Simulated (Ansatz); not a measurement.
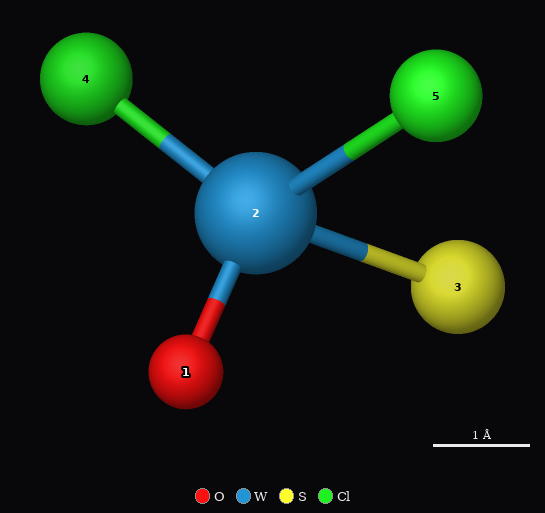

**Figure 1.** The starting structure (ball-and-stick view, seen at a tilt; atoms are numbered from 1 in the order of the input). Sticks mark near contacts. Bond lengths as drawn: Cl–W 2.37 to 2.84 Å, O–W 1.93 Å and S–W 2.63 Å.

Geometry relaxation of WSCl₂O

- system: WSCl₂O
- method: RKS PBE-D4/def2-SVP (Ansatz 0.2.0)

The geometry: force-field start. Figures and captions count atoms from 1; the log counts them from 0 in places.

The program's output:
```
Functional definition: PBE
  name "PBE"
  cite "Perdew, Burke & Ernzerhof, Phys. Rev. Lett. 77, 3865 (1996) doi:10.1103/PhysRevLett.77.3865"
  parent pbe
  parameter kappa = 0.804
  parameter beta = 0.06672455060314922
  exchange = pbe_x(kappa = kappa, mu = beta*pi^2/3)
  correlation = pbe_c(beta = beta)
1045 factors; their error is unknown
mean field evaluation 1: about -39704.8119 eV, gradient 9.3e1 eV
mean field evaluation 2: about -39281.3133 eV, gradient 3.1e2 eV
mean field evaluation 4: about -39709.5780 eV, gradient 8.1e1 eV
mean field evaluation 8: about -39719.3669 eV, gradient 5.4e1 eV
mean field evaluation 16: about -39726.4905 eV, gradient 1.1e-5 eV
mean field evaluation 32: about -39726.3722 eV, gradient 1.3e0 eV
mean field -39726.49052227 eV, -1459.9215991110 hartree, gradient 1.1e-5 eV, S^2 0.000000; 3 other end points of the search recorded, 0 dependent functions left out
the calculation of the forces begins
reference -39726.49058139 eV, -1459.9216012837 hartree; 36, 36 occupied and 64, 64 virtual orbitals, 1045 factors
relax step   1: F+E_penalty+E_count = -39726.68239804 eV  Δ(F+E_penalty+E_count) = +0.000e0 eV  max|allowed force component| = 6.829e0 eV/Å  Δτ_max = 0.0000 Å  (121 SCF iters, accepted)
these checks for a lower state are left out or cut short: starts, cluster_reference, orbital_swaps, neighbouring_geometries, increment
1045 factors; their error is unknown
mean field -39729.40845259 eV, -1460.0288310724 hartree, gradient 1.6e-5 eV, S^2 0.000000; 0 other end points of the search recorded, 0 dependent functions left out
the calculation of the forces begins
reference -39729.40851154 eV, -1460.0288332389 hartree; 36, 36 occupied and 64, 64 virtual orbitals, 1045 factors
relax step   2: F+E_penalty+E_count = -39729.61755760 eV  Δ(F+E_penalty+E_count) = -2.935e0 eV  max|allowed force component| = 3.735e0 eV/Å  Δτ_max = 0.1949 Å  (45 SCF iters, accepted)
these checks for a lower state are left out or cut short: starts, cluster_reference, orbital_swaps, neighbouring_geometries, increment
1045 factors; their error is unknown
mean field -39730.70770446 eV, -1460.0765776980 hartree, gradient 1.9e-5 eV, S^2 0.000000; 0 other end points of the search recorded, 0 dependent functions left out
the calculation of the forces begins
reference -39730.70776355 eV, -1460.0765798696 hartree; 36, 36 occupied and 64, 64 virtual orbitals, 1045 factors
relax step   3: F+E_penalty+E_count = -39730.93502007 eV  Δ(F+E_penalty+E_count) = -1.317e0 eV  max|allowed force component| = 2.335e0 eV/Å  Δτ_max = 0.1948 Å  (42 SCF iters, accepted)
these checks for a lower state are left out or cut short: starts, cluster_reference, orbital_swaps, neighbouring_geometries, increment
1045 factors; their error is unknown
mean field -39731.10045274 eV, -1460.0910109311 hartree, gradient 1.6e-5 eV, S^2 0.000000; 0 other end points of the search recorded, 0 dependent functions left out
the calculation of the forces begins
reference -39731.10051278 eV, -1460.0910131374 hartree; 36, 36 occupied and 64, 64 virtual orbitals, 1045 factors
relax step   4: F+E_penalty+E_count = -39731.33217705 eV  Δ(F+E_penalty+E_count) = -3.972e-1 eV  max|allowed force component| = 8.192e-1 eV/Å  Δτ_max = 0.1949 Å  (43 SCF iters, accepted)
these checks for a lower state are left out or cut short: starts, cluster_reference, orbital_swaps, neighbouring_geometries, increment
1045 factors; their error is unknown
mean field evaluation 64: about -39731.2257 eV, gradient 4.7e-2 eV
mean field -39731.15577781 eV, -1460.0930440897 hartree, gradient 2.6e-5 eV, S^2 0.000000; 0 other end points of the search recorded, 0 dependent functions left out
the calculation of the forces begins
reference -39731.15583799 eV, -1460.0930463013 hartree; 36, 36 occupied and 64, 64 virtual orbitals, 1045 factors
relax step   5: F+E_penalty+E_count = -39731.38533034 eV  Δ(F+E_penalty+E_count) = -5.315e-2 eV  max|allowed force component| = 2.439e-1 eV/Å  Δτ_max = 0.1089 Å  (37 SCF iters, accepted)
these checks for a lower state are left out or cut short: starts, cluster_reference, orbital_swaps, neighbouring_geometries, increment
1045 factors; their error is unknown
mean field -39731.16324164 eV, -1460.0933183807 hartree, gradient 1.4e-5 eV, S^2 0.000000; 0 other end points of the search recorded, 0 dependent functions left out
the calculation of the forces begins
reference -39731.16330179 eV, -1460.0933205911 hartree; 36, 36 occupied and 64, 64 virtual orbitals, 1045 factors
relax step   6: F+E_penalty+E_count = -39731.39372156 eV  Δ(F+E_penalty+E_count) = -8.391e-3 eV  max|allowed force component| = 9.630e-2 eV/Å  Δτ_max = 0.0302 Å  (34 SCF iters, accepted)
these checks for a lower state are left out or cut short: starts, cluster_reference, orbital_swaps, neighbouring_geometries, increment
1045 factors; their error is unknown
mean field -39731.16356325 eV, -1460.0933301994 hartree, gradient 1.6e-5 eV, S^2 0.000000; 0 other end points of the search recorded, 0 dependent functions left out
the calculation of the forces begins
reference -39731.16362342 eV, -1460.0933324106 hartree; 36, 36 occupied and 64, 64 virtual orbitals, 1045 factors
relax step   7: F+E_penalty+E_count = -39731.39400532 eV  Δ(F+E_penalty+E_count) = -2.838e-4 eV  max|allowed force component| = 6.977e-3 eV/Å  Δτ_max = 0.0036 Å  (33 SCF iters, accepted)
1045 factors; their error is unknown
mean field evaluation 96: about -39731.2309 eV, gradient 1.1e-1 eV
```

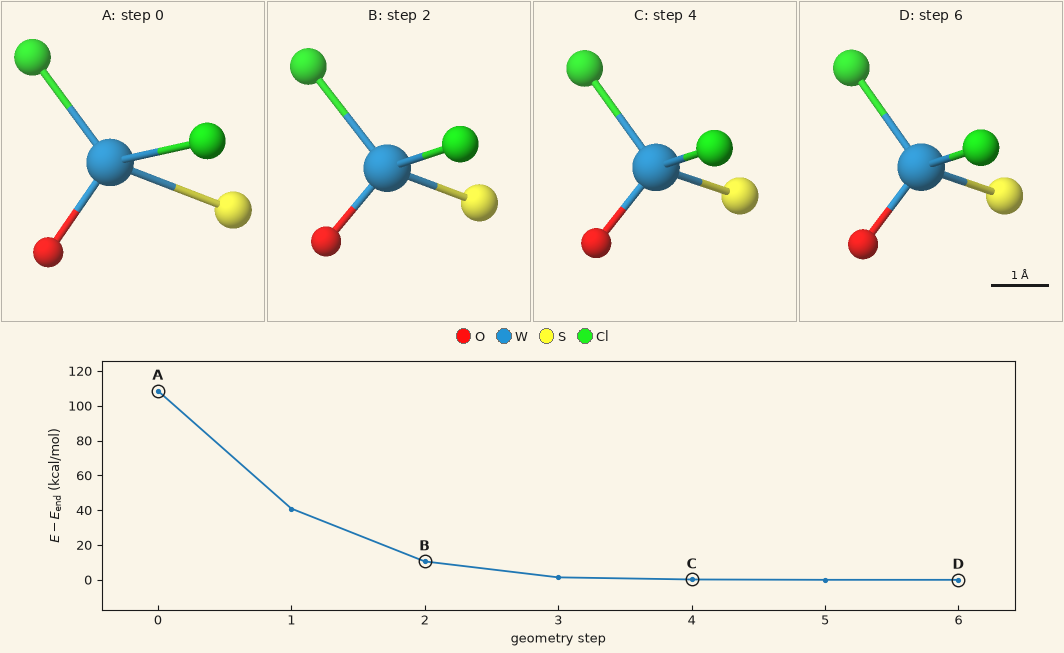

**Figure 2.** Frames of the relaxation (ball-and-stick view, seen at a tilt) above the curves, on which the letters mark them (the first geometry is step 0 here and step 1 in the log).

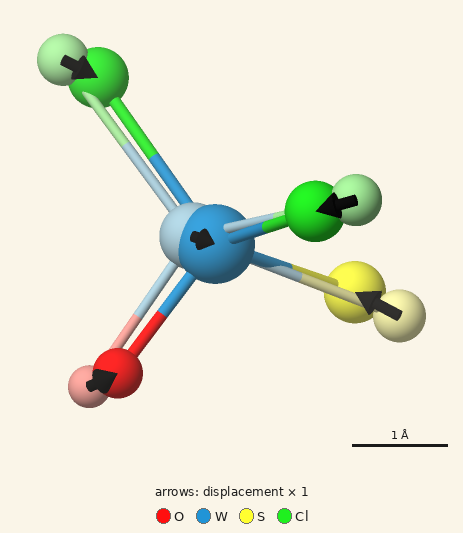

**Figure 3.** Start (faint) and end (solid) with the displacements as black arrows, at true length (ball-and-stick view, seen at a tilt). The two geometries are laid on each other by the best rigid fit. The largest move after the best rigid fit is that of S3, 0.55 Å. By element the largest moves are S 0.55 Å, Cl 0.46 Å, O 0.39 Å, W 0.28 Å. Among the contacts that change: W2–Cl5 2.843 → 2.275 Å, W2–S3 2.628 → 2.145 Å, O1–W2 1.925 → 1.711 Å, W2–Cl4 2.369 → 2.275 Å. Among the angles that change: S3–W2–Cl5 84.7° → 108.6°, S3–W2–Cl4 128.5° → 108.6°, O1–W2–Cl5 114.8° → 108.6°. The energy falls by 108.7 kcal/mol in 6 geometry steps. The largest force component goes from 6.8 to 0.007 eV/Å. (Atoms are counted from 1 in the order of the input.)

```
mean field -39731.16356325 eV, -1460.0933301994 hartree, gradient 1.6e-5 eV, S^2 0.000000; 1 other end points of the search recorded, 0 dependent functions left out
the calculation of the forces begins
reference -39731.16362342 eV, -1460.0933324106 hartree; 36, 36 occupied and 64, 64 virtual orbitals, 1045 factors
Total energy: -39731.39406549 eV, -1460.1018010007 hartree
Atom 0 at    -0.473595    -0.425257     1.656030 Å, force     0.000126    -0.003352     0.006977 eV/Å
Atom 1 at    -0.025434    -0.017851     0.055804 Å, force     0.002650    -0.001805    -0.002613 eV/Å
Atom 2 at     1.743515    -1.146307    -0.391239 Å, force     0.001516    -0.001931     0.001468 eV/Å
Atom 3 at    -1.685301    -0.681494    -1.352113 Å, force    -0.002044     0.003276    -0.002798 eV/Å
Atom 4 at     0.490714     2.197310    -0.009882 Å, force    -0.002248     0.003812    -0.003034 eV/Å
Dipole moment:    -0.090560     0.173790    -0.225864 e Å
```

Trajectory as extended XYZ (Å, eV, eV/Å), 7 frames, from step=1 to step=7:
```
5
Properties=species:S:1:pos:R:3:forces:R:3 step=1 energy=-39726.68240
O    -0.6610   -0.7319    1.8150    1.4361   2.1970  -6.8291
W    -0.2465   -0.1848    0.0164    3.4030  -0.5416   5.2721
S     2.2483   -0.9574   -0.2768   -4.9360   0.9844   0.2523
Cl   -2.1050   -0.6419   -1.3798    1.6303   0.1684   0.9363
Cl    0.8141    2.4424   -0.2162   -1.5335  -2.8082   0.3684
5
Properties=species:S:1:pos:R:3:forces:R:3 step=2 energy=-39729.61756
O    -0.6277   -0.6791    1.6727    0.9234   0.9189  -2.2871
W    -0.1298   -0.1689    0.0728    2.7047   1.1206   0.6744
S     2.0555   -0.9291   -0.2709   -3.7353   0.5404   0.3646
Cl   -1.9978   -0.6304   -1.3190    1.4958   0.0915   0.7205
Cl    0.7497    2.3339   -0.1969   -1.3886  -2.6713   0.5276
5
Properties=species:S:1:pos:R:3:forces:R:3 step=3 energy=-39730.93502
O    -0.5439   -0.6213    1.5805   -0.1995  -0.1238   1.6255
W    -0.0413   -0.0870    0.0661   -1.0287   2.3347  -1.8704
S     1.8626   -0.9161   -0.2479    0.9966  -1.2749  -0.4570
Cl   -1.8881   -0.6188   -1.2848    1.0252   0.0131   0.2471
Cl    0.6607    2.1695   -0.1553   -0.7936  -0.9492   0.4547
5
Properties=species:S:1:pos:R:3:forces:R:3 step=4 energy=-39731.33218
O    -0.4888   -0.4782    1.6268   -0.1142   0.1556   0.2940
W    -0.0416   -0.0259    0.0431    0.7810  -0.8192   0.0973
S     1.8101   -1.0815   -0.3365   -0.5262   0.0571  -0.1323
Cl   -1.7413   -0.6257   -1.3159   -0.1780  -0.1878  -0.3448
Cl    0.5116    2.1376   -0.0589    0.0374   0.7942   0.0858
5
Properties=species:S:1:pos:R:3:forces:R:3 step=5 energy=-39731.38533
O    -0.4983   -0.4068    1.6481    0.1887  -0.1022  -0.0562
W    -0.0085   -0.0280    0.0517   -0.2439   0.2038  -0.0731
S     1.7651   -1.1549   -0.4032   -0.0942   0.0138   0.1153
Cl   -1.6949   -0.6840   -1.3400    0.1516   0.0399   0.0485
Cl    0.4865    2.2001    0.0020   -0.0022  -0.1554  -0.0344
5
Properties=species:S:1:pos:R:3:forces:R:3 step=6 energy=-39731.39372
O    -0.4742   -0.4243    1.6528   -0.0146  -0.0047   0.0409
W    -0.0266   -0.0157    0.0536    0.0963  -0.0674  -0.0076
S     1.7442   -1.1468   -0.3911   -0.0523   0.0359   0.0073
Cl   -1.6856   -0.6841   -1.3496   -0.0303  -0.0013  -0.0316
Cl    0.4921    2.1972   -0.0071    0.0009   0.0375  -0.0091
5
Properties=species:S:1:pos:R:3:forces:R:3 step=7 energy=-39731.39401
O    -0.4736   -0.4253    1.6560    0.0001  -0.0034   0.0070
W    -0.0254   -0.0179    0.0558    0.0027  -0.0018  -0.0026
S     1.7435   -1.1463   -0.3912    0.0015  -0.0019   0.0015
Cl   -1.6853   -0.6815   -1.3521   -0.0020   0.0033  -0.0028
Cl    0.4907    2.1973   -0.0099   -0.0022   0.0038  -0.0030
```

The run was set up as follows.

Input file:
```yaml
crystal:
  periodic: [false, false, false]
  atoms:
    - {symbol: O, position_ang: [-0.661000, -0.731900, 1.815000]}
    - {symbol: W, position_ang: [-0.246500, -0.184800, 0.016400]}
    - {symbol: S, position_ang: [2.248300, -0.957400, -0.276800]}
    - {symbol: Cl, position_ang: [-2.105000, -0.641900, -1.379800]}
    - {symbol: Cl, position_ang: [0.814100, 2.442400, -0.216200]}
basis:
  gaussian: {orbitals: def2-SVP}
hamiltonian: {xc: pbe, dispersion: d4}
relax: {f_tol: 0.03, max_steps: 200}
```

Launched with:
```bash
ansatz run in.yaml --threads 4 --pin off --events-out ev --progress --plain --max-ram 10444MiB
```

Key numbers:

| quantity | value |
| --- | --- |
| outcome | converged |
| total energy | −39731.3941 eV |
| mean-field energy | −39731.1636 eV |
| dispersion energy | −0.2304 eV |
| SCF solution under orbital rotations | stable |
| largest force (length of the vector) at the end | 0.008 eV/Å |
| dipole moment | 1.44 D |
| hardware | 4 threads of Intel Xeon @ 2.50GHz, 180 GiB of memory available, shared host |
| wall time | 62 s (CPU time 76 s) |
| peak memory | 0.17 GiB |
